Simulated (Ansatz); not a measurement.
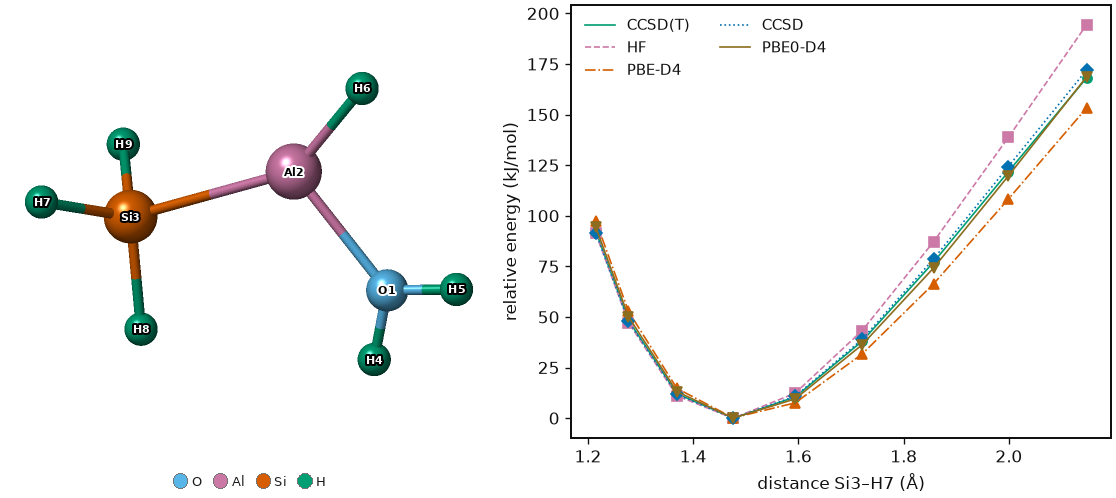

Rigid scan of the stretch Si3–H7 in AlSiH₆O⁺, SMILES [OH2+][AlH][SiH3], singlet. The Ansatz code 0.2.0, def2-TZVPP, cores frozen in correlated methods. A stretch is scanned from the minimum (PBE0-D4/def2-TZVP); energies less that of the minimum at the same level. Straight lines join the computed points.

> How far can the coupled-cluster curve be trusted along the scan?

The calculation's T1 diagnostic reaches at most 0.015 (at 2.15 Å), under the customary mark of 0.02, so it gives no sign of multireference character.

> Give the values at the computed points.

In kJ/mol:
```csv
distance Si3–H7 (Å),CCSD(T),HF,PBE-D4,CCSD,PBE0-D4
1.22,92.2,91.3,97.5,91.6,94.3
1.28,48.3,47.2,52.7,47.9,50.1
1.37,12.1,11.1,14.7,11.8,13.1
1.48,0.0,−0.1,0.1,0.0,0.0
1.59,10.5,12.4,7.6,10.8,9.5
1.72,38.0,43.2,31.6,38.9,36.2
1.86,77.1,87.2,66.4,78.7,74.2
2.00,121.8,138.7,108.2,124.3,119.6
2.15,168.2,194.5,153.4,172.1,168.7
```

Caveats: restricted reference unstable towards unrestricted.
